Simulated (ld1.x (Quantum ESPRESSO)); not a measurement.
**Pr: pseudopotential generation**

- system: praseodymium (Pr, Z = 59), core [Kr] 4d10 5s2, reference valence 4f3 5p6 5d0 6s2 6p0, valence charge 11.
- method: TM potential, PBE, fully relativistic, made with ld1.x (Quantum ESPRESSO) 7.5

## Input
```
 &input
   title='Pr', zed=59., rel=2, dft='PBE', iswitch=3,
   config='[Xe] 4f3 5d0 6s2 6p0', rel_dist='average',
   nld=7, rlderiv=3.50, eminld=-4.0, emaxld=5.0, deld=0.02
 /
 &inputp
   pseudotype=2, tm=.true., lloc=0,
   nlcc=.true.,
   file_pseudopw='Pr.UPF', file_wfcaegen='ae.wfc', file_wfcncgen='nc.wfc', file_beta='beta', file_chi='chi'
 /
4
5P  2  1   6.00   0.00  3.05  3.05  0.0
5D  3  2   0.00   0.00  2.35  2.35  0.0
4F  4  3   3.00   0.00  1.50  1.50  0.0
6S  1  0   2.00   0.00  3.20  3.20  0.0
 &test
   configts(1)='4f3 5p6 5d0 6s2 6p0'
 /
```

Hardware: 1 CPU thread, shared host.

Run as:
```bash
ld1.x < Pr.in > Pr.out
```

## The program's output
```
     Program LD1 v.7.5
 state nlj           4           3   2.5000000000000000       not converged
 state nlj           4           3   3.5000000000000000       not converged
 state nlj           5           2   1.5000000000000000       not converged
 state nlj           5           2   2.5000000000000000       not converged
 state nlj           6           1   1.5000000000000000       not converged
 classical turning point too close to mesh           6           1           1
     --------------------------- All-electron run ----------------------------

     Pr
     dirac relativistic calculation

     atomic number is 59.00
     dft =PBE   lsd =0 sic =0 latt =0  beta=0.20 tr2=1.0E-14
     Exchange-correlation= PBE
                           (   1   4   3   4   0   0   0)
     mesh =1255 r(mesh) =  99.23220 a.u. xmin = -7.00 dx = 0.01250
     1 Ry =  13.60569312 eV, c = 137.03599908

     n l j   nl                  e(Ry)          e(Ha)          e(eV)
     Spin orbit split results
     1 0 0.5 1S 1( 2.00)     -3070.7605     -1535.3802    -41779.8244
     2 0 0.5 2S 1( 2.00)      -493.7916      -246.8958     -6718.3776
     2 1 0.5 2P 1( 2.00)      -466.6563      -233.3281     -6349.1823
     2 1 1.5 2P 1( 4.00)      -431.2116      -215.6058     -5866.9324
     3 0 0.5 3S 1( 2.00)      -106.5322       -53.2661     -1449.4448
     3 1 0.5 3P 1( 2.00)       -94.9984       -47.4992     -1292.5196
     3 1 1.5 3P 1( 4.00)       -87.9759       -43.9879     -1196.9728
     4 0 0.5 4S 1( 2.00)       -21.1760       -10.5880      -288.1144
     4 1 0.5 4P 1( 2.00)       -16.8608        -8.4304      -229.4033
     4 1 1.5 4P 1( 4.00)       -15.3497        -7.6748      -208.8429
     3 2 1.5 3D 1( 4.00)       -67.8647       -33.9324      -923.3468
     3 2 2.5 3D 1( 6.00)       -66.3513       -33.1756      -902.7551
     5 0 0.5 5S 1( 2.00)        -2.8646        -1.4323       -38.9745
     5 1 0.5 5P 1( 2.00)        -1.7204        -0.8602       -23.4078
     5 1 1.5 5P 1( 4.00)        -1.5160        -0.7580       -20.6263
     4 2 1.5 4D 1( 4.00)        -8.2687        -4.1344      -112.5017
     4 2 2.5 4D 1( 6.00)        -8.0036        -4.0018      -108.8946
     4 3 2.5 4F 1( 1.29)        -0.1062        -0.0531        -1.4451
     4 3 3.5 4F 1( 1.71)        -0.0812        -0.0406        -1.1054
     5 2 1.5 5D 1( 0.00)        -0.1559        -0.0779        -2.1207
     5 2 2.5 5D 1( 0.00)        -0.1441        -0.0720        -1.9605
     6 0 0.5 6S 1( 2.00)        -0.2545        -0.1272        -3.4622
     6 1 0.5 6P 1( 0.00)        -0.1000        -0.0500        -1.3601
     6 1 1.5 6P 1( 0.00)        -0.0881        -0.0440        -1.1980
     Averaged results
     1 0     1S 1( 2.00)     -3070.7605     -1535.3802    -41779.8244
     2 0     2S 1( 2.00)      -493.7916      -246.8958     -6718.3776
     2 1     2P 1( 6.00)      -443.0265      -221.5132     -6027.6823
     3 0     3S 1( 2.00)      -106.5322       -53.2661     -1449.4448
     3 1     3P 1( 6.00)       -90.3167       -45.1584     -1228.8217
     4 0     4S 1( 2.00)       -21.1760       -10.5880      -288.1144
     4 1     4P 1( 6.00)       -15.8534        -7.9267      -215.6963
     3 2     3D 1(10.00)       -66.9567       -33.4783      -910.9918
     5 0     5S 1( 2.00)        -2.8646        -1.4323       -38.9745
     5 1     5P 1( 6.00)        -1.5842        -0.7921       -21.5535
     4 2     4D 1(10.00)        -8.1097        -4.0548      -110.3374
     4 3     4F 1( 3.00)        -0.0919        -0.0460        -1.2510
     5 2     5D 1( 0.00)        -0.1488        -0.0744        -2.0246
     6 0     6S 1( 2.00)        -0.2545        -0.1272        -3.4622
     6 1     6P 1( 0.00)        -0.0920        -0.0460        -1.2520

     final scf error:  5.8E-15 reached in  41 iterations

     Etot =  -18485.231091 Ry,   -9242.615546 Ha, -251504.381537 eV

     Ekin =   19884.579580 Ry,    9942.289790 Ha,  270543.487651 eV
     Encl =  -45108.023623 Ry,  -22554.011811 Ha, -613725.926794 eV
     Eh   =    7171.552287 Ry,    3585.776143 Ha,   97573.939626 eV
     Exc  =    -433.339336 Ry,    -216.669668 Ha,   -5895.882020 eV

     normalization and overlap integrals

     s(1S/1S) =  1.000000  <r> =   0.0241  <r2> =    0.0008  r(max) =   0.0153
     s(2S/2S) =  1.000000  <r> =   0.1026  <r2> =    0.0125  r(max) =   0.0872
     s(2P/2P) =  1.000000  <r> =   0.0860  <r2> =    0.0091  r(max) =   0.0670
     s(2P/2P) =  1.000000  <r> =   0.0924  <r2> =    0.0104  r(max) =   0.0723
     s(3S/3S) =  1.000000  <r> =   0.2720  <r2> =    0.0846  r(max) =   0.2491
     s(3P/3P) =  1.000000  <r> =   0.2617  <r2> =    0.0796  r(max) =   0.2369
     s(3P/3P) =  1.000000  <r> =   0.2740  <r2> =    0.0871  r(max) =   0.2491
     s(4S/4S) =  1.000000  <r> =   0.6224  <r2> =    0.4374  r(max) =   0.5827
     s(4P/4P) =  1.000000  <r> =   0.6403  <r2> =    0.4664  r(max) =   0.5901
     s(4P/4P) =  1.000000  <r> =   0.6681  <r2> =    0.5077  r(max) =   0.6126
     s(3D/3D) =  1.000000  <r> =   0.2452  <r2> =    0.0709  r(max) =   0.1989
     s(3D/3D) =  1.000000  <r> =   0.2491  <r2> =    0.0730  r(max) =   0.2014
     s(5S/5S) =  1.000000  <r> =   1.5085  <r2> =    2.5597  r(max) =   1.3464
     s(5P/5P) =  1.000000  <r> =   1.7062  <r2> =    3.3071  r(max) =   1.4880
     s(5P/5P) =  1.000000  <r> =   1.7962  <r2> =    3.6690  r(max) =   1.5643
     s(4D/4D) =  1.000000  <r> =   0.7215  <r2> =    0.6045  r(max) =   0.6281
     s(4D/4D) =  1.000000  <r> =   0.7315  <r2> =    0.6213  r(max) =   0.6360
     s(4F/4F) =  1.000000  <r> =   1.1950  <r2> =    2.0942  r(max) =   0.6855
     s(4F/4F) =  1.000000  <r> =   1.2251  <r2> =    2.2430  r(max) =   0.6942
     s(5D/5D) =  1.000000  <r> =   3.2697  <r2> =   13.2459  r(max) =   2.2478
     s(5D/5D) =  1.000000  <r> =   3.3721  <r2> =   14.1132  r(max) =   2.3047
     s(6S/6S) =  1.000000  <r> =   4.5000  <r2> =   22.9630  r(max) =   3.8476
     s(6P/6P) =  1.000000  <r> =   5.9712  <r2> =   40.8943  r(max) =   4.9405
     s(6P/6P) =  1.000000  <r> =   6.2777  <r2> =   45.1925  r(max) =   5.1938

     ------------------------ End of All-electron run ------------------------

     --------------------- Generating NC pseudopotential ---------------------

      Generating local pot.: lloc=0, matching radius rcloc =   3.2000

      Computing core charge for nlcc:

       r > 1.10 : true rho core
       r < 1.10 : rho core = a sin(br)/r    a=  14.54  b=   2.39

      Integrated core pseudo-charge :  10.01

     Fully relativistic calculation: |psi|^2

     Wfc 5P LC norm =  0.99983577 SC norm =  0.00016417 missing  0.00000006

     Wfc 5P LC norm =  0.99985101 SC norm =  0.00014873 missing  0.00000025

     Wfc 5D LC norm =  0.99995119 SC norm =  0.00004873 missing  0.00000008

     Wfc 5D LC norm =  0.99995403 SC norm =  0.00004261 missing  0.00000336

     Wfc 4F LC norm =  0.99966527 SC norm =  0.00033472 missing  0.00000001

     Wfc 4F LC norm =  0.99967294 SC norm =  0.00032665 missing  0.00000041

      Wfc   5P  rcut= 3.072  Using Troullier-Martins method

      Wfc   5P  rcut= 3.072  Using Troullier-Martins method

      Wfc   5D  rcut= 2.334  Using Troullier-Martins method

      Wfc   5D  rcut= 2.334  Using Troullier-Martins method

      Wfc   4F  rcut= 1.488  Using Troullier-Martins method

      Wfc   4F  rcut= 1.488  Using Troullier-Martins method

     ------------------- End of pseudopotential generation -------------------

 state nlj           4           3   2.5000000000000000       not converged
 state nlj           4           3   3.5000000000000000       not converged
 state nlj           5           2   1.5000000000000000       not converged
 state nlj           5           2   2.5000000000000000       not converged
 state nlj           6           1   1.5000000000000000       not converged
 classical turning point too close to mesh           6           1           1
     --------------------------- All-electron run ----------------------------

     Pr
     dirac relativistic calculation

     atomic number is 59.00
     dft =PBE   lsd =0 sic =0 latt =0  beta=0.20 tr2=1.0E-14
     Exchange-correlation= PBE
                           (   1   4   3   4   0   0   0)
     mesh =1255 r(mesh) =  99.23220 a.u. xmin = -7.00 dx = 0.01250
     1 Ry =  13.60569312 eV, c = 137.03599908

     n l j   nl                  e(Ry)          e(Ha)          e(eV)
     Spin orbit split results
     1 0 0.5 1S 1( 2.00)     -3070.7605     -1535.3802    -41779.8244
     2 0 0.5 2S 1( 2.00)      -493.7916      -246.8958     -6718.3776
     2 1 0.5 2P 1( 2.00)      -466.6563      -233.3281     -6349.1823
     2 1 1.5 2P 1( 4.00)      -431.2116      -215.6058     -5866.9324
     3 0 0.5 3S 1( 2.00)      -106.5322       -53.2661     -1449.4448
     3 1 0.5 3P 1( 2.00)       -94.9984       -47.4992     -1292.5196
     3 1 1.5 3P 1( 4.00)       -87.9759       -43.9879     -1196.9728
     4 0 0.5 4S 1( 2.00)       -21.1760       -10.5880      -288.1144
     4 1 0.5 4P 1( 2.00)       -16.8608        -8.4304      -229.4033
     4 1 1.5 4P 1( 4.00)       -15.3497        -7.6748      -208.8429
     3 2 1.5 3D 1( 4.00)       -67.8647       -33.9324      -923.3468
     3 2 2.5 3D 1( 6.00)       -66.3513       -33.1756      -902.7551
     5 0 0.5 5S 1( 2.00)        -2.8646        -1.4323       -38.9745
     5 1 0.5 5P 1( 2.00)        -1.7204        -0.8602       -23.4078
     5 1 1.5 5P 1( 4.00)        -1.5160        -0.7580       -20.6263
     4 2 1.5 4D 1( 4.00)        -8.2687        -4.1344      -112.5017
     4 2 2.5 4D 1( 6.00)        -8.0036        -4.0018      -108.8946
     4 3 2.5 4F 1( 1.29)        -0.1062        -0.0531        -1.4451
     4 3 3.5 4F 1( 1.71)        -0.0812        -0.0406        -1.1054
     5 2 1.5 5D 1( 0.00)        -0.1559        -0.0779        -2.1207
     5 2 2.5 5D 1( 0.00)        -0.1441        -0.0720        -1.9605
     6 0 0.5 6S 1( 2.00)        -0.2545        -0.1272        -3.4622
     6 1 0.5 6P 1( 0.00)        -0.1000        -0.0500        -1.3601
     6 1 1.5 6P 1( 0.00)        -0.0881        -0.0440        -1.1980
     Averaged results
     1 0     1S 1( 2.00)     -3070.7605     -1535.3802    -41779.8244
     2 0     2S 1( 2.00)      -493.7916      -246.8958     -6718.3776
     2 1     2P 1( 6.00)      -443.0265      -221.5132     -6027.6823
     3 0     3S 1( 2.00)      -106.5322       -53.2661     -1449.4448
     3 1     3P 1( 6.00)       -90.3167       -45.1584     -1228.8217
     4 0     4S 1( 2.00)       -21.1760       -10.5880      -288.1144
     4 1     4P 1( 6.00)       -15.8534        -7.9267      -215.6963
     3 2     3D 1(10.00)       -66.9567       -33.4783      -910.9918
     5 0     5S 1( 2.00)        -2.8646        -1.4323       -38.9745
     5 1     5P 1( 6.00)        -1.5842        -0.7921       -21.5535
     4 2     4D 1(10.00)        -8.1097        -4.0548      -110.3374
     4 3     4F 1( 3.00)        -0.0919        -0.0460        -1.2510
     5 2     5D 1( 0.00)        -0.1488        -0.0744        -2.0246
     6 0     6S 1( 2.00)        -0.2545        -0.1272        -3.4622
     6 1     6P 1( 0.00)        -0.0920        -0.0460        -1.2520

     final scf error:  5.8E-15 reached in  41 iterations

     Etot =  -18485.231091 Ry,   -9242.615546 Ha, -251504.381537 eV

     Ekin =   19884.579580 Ry,    9942.289790 Ha,  270543.487651 eV
     Encl =  -45108.023623 Ry,  -22554.011811 Ha, -613725.926794 eV
     Eh   =    7171.552287 Ry,    3585.776143 Ha,   97573.939626 eV
     Exc  =    -433.339336 Ry,    -216.669668 Ha,   -5895.882020 eV

     normalization and overlap integrals

     s(1S/1S) =  1.000000  <r> =   0.0241  <r2> =    0.0008  r(max) =   0.0153
     s(2S/2S) =  1.000000  <r> =   0.1026  <r2> =    0.0125  r(max) =   0.0872
     s(2P/2P) =  1.000000  <r> =   0.0860  <r2> =    0.0091  r(max) =   0.0670
     s(2P/2P) =  1.000000  <r> =   0.0924  <r2> =    0.0104  r(max) =   0.0723
     s(3S/3S) =  1.000000  <r> =   0.2720  <r2> =    0.0846  r(max) =   0.2491
     s(3P/3P) =  1.000000  <r> =   0.2617  <r2> =    0.0796  r(max) =   0.2369
     s(3P/3P) =  1.000000  <r> =   0.2740  <r2> =    0.0871  r(max) =   0.2491
     s(4S/4S) =  1.000000  <r> =   0.6224  <r2> =    0.4374  r(max) =   0.5827
     s(4P/4P) =  1.000000  <r> =   0.6403  <r2> =    0.4664  r(max) =   0.5901
     s(4P/4P) =  1.000000  <r> =   0.6681  <r2> =    0.5077  r(max) =   0.6126
     s(3D/3D) =  1.000000  <r> =   0.2452  <r2> =    0.0709  r(max) =   0.1989
     s(3D/3D) =  1.000000  <r> =   0.2491  <r2> =    0.0730  r(max) =   0.2014
     s(5S/5S) =  1.000000  <r> =   1.5085  <r2> =    2.5597  r(max) =   1.3464
     s(5P/5P) =  1.000000  <r> =   1.7062  <r2> =    3.3071  r(max) =   1.4880
     s(5P/5P) =  1.000000  <r> =   1.7962  <r2> =    3.6690  r(max) =   1.5643
     s(4D/4D) =  1.000000  <r> =   0.7215  <r2> =    0.6045  r(max) =   0.6281
     s(4D/4D) =  1.000000  <r> =   0.7315  <r2> =    0.6213  r(max) =   0.6360
     s(4F/4F) =  1.000000  <r> =   1.1950  <r2> =    2.0942  r(max) =   0.6855
     s(4F/4F) =  1.000000  <r> =   1.2251  <r2> =    2.2430  r(max) =   0.6942
     s(5D/5D) =  1.000000  <r> =   3.2697  <r2> =   13.2459  r(max) =   2.2478
     s(5D/5D) =  1.000000  <r> =   3.3721  <r2> =   14.1132  r(max) =   2.3047
     s(6S/6S) =  1.000000  <r> =   4.5000  <r2> =   22.9630  r(max) =   3.8476
     s(6P/6P) =  1.000000  <r> =   5.9712  <r2> =   40.8943  r(max) =   4.9405
     s(6P/6P) =  1.000000  <r> =   6.2777  <r2> =   45.1925  r(max) =   5.1938

     ------------------------ End of All-electron run ------------------------

     Computing logarithmic derivative in   3.50339

 %%%%%%%%%%%%%%%%%%%%%%%%%%%%%%%%%%%%%%%%%%%%%%%%%%%%%%%%%%%%%%%%%%%%%%%%%%%%%%
     Error in routine run_pseudo (1):
     Errors in PS-KS equation
 %%%%%%%%%%%%%%%%%%%%%%%%%%%%%%%%%%%%%%%%%%%%%%%%%%%%%%%%%%%%%%%%%%%%%%%%%%%%%%

     stopping ...
```

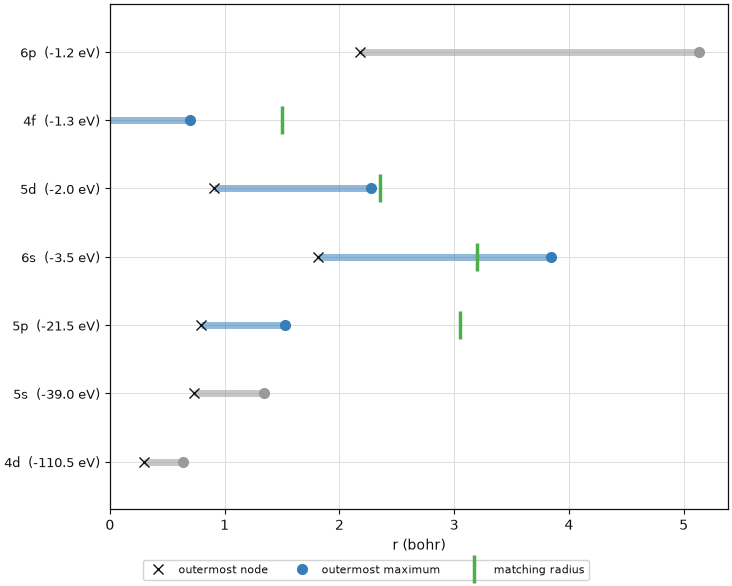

Fig. 1: Outer shells of the all-electron reference atom: each bar runs from the outermost node (or the nucleus) to the outermost maximum of u(r); the tick is the radius chosen for the pseudo-wave. Shells without a tick have no pseudo-wave of their own. Levels, nodes and maxima are from ld1.x, scalar-relativistic.

- Radii against the shells: 5p: 3.05 bohr, outside the maximum; 6s: 3.20 bohr, between node and maximum; 5d: 2.35 bohr, outside the maximum; 4f: 1.50 bohr, outside the maximum.

## What the run reported

- outcome: ended with an error
- wall time: 0.83 s

## Diagnosis

The generator stopped with the message “run_pseudo: Errors in PS-KS equation”. In words: the pseudo-atom solver did not find the valence states with the expected number of nodes, which is the usual sign of a ghost state.
